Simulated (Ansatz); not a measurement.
Structure of Rh:

```yaml
crystal:
  lattice:
    - [3.80000, 0.00000, 0.00000]
    - [0.00000, 3.80000, 0.00000]
    - [0.00000, 0.00000, 3.80000]
  atoms:
    - { symbol: Rh, position: [0.00000, 0.00000, 0.00000] }
    - { symbol: Rh, position: [0.00000, 0.50000, 0.50000] }
    - { symbol: Rh, position: [0.50000, 0.00000, 0.50000] }
    - { symbol: Rh, position: [0.50000, 0.50000, 0.00000] }
```

It is based on the input geometry of an electronic-structure calculation (not necessarily at equilibrium).

> Where will the first 2 clear peaks of its X-ray PDF lie (peak width σ = 0.10 Å), and from which pairs do they come?

1. 2.69 Å: Rh–Rh at 2.69 Å
2. 3.80 Å: Rh–Rh at 3.80 Å

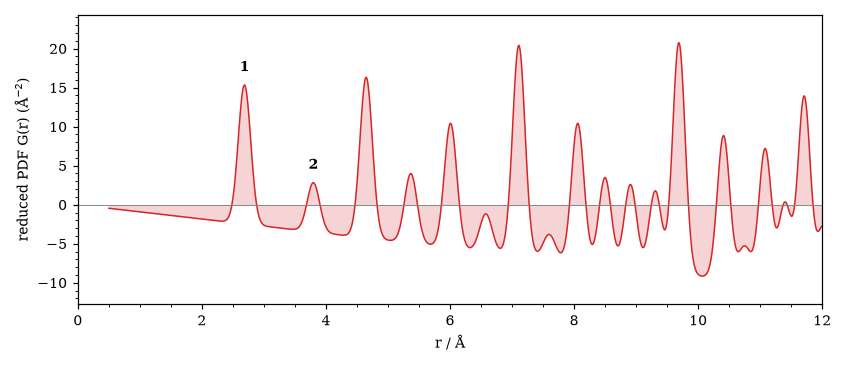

Computed X-ray G(r), with each pair weighted by the product of the atomic numbers (X-ray weights at Q = 0) and a uniform peak width σ = 0.10 Å. There is no Q-range truncation.
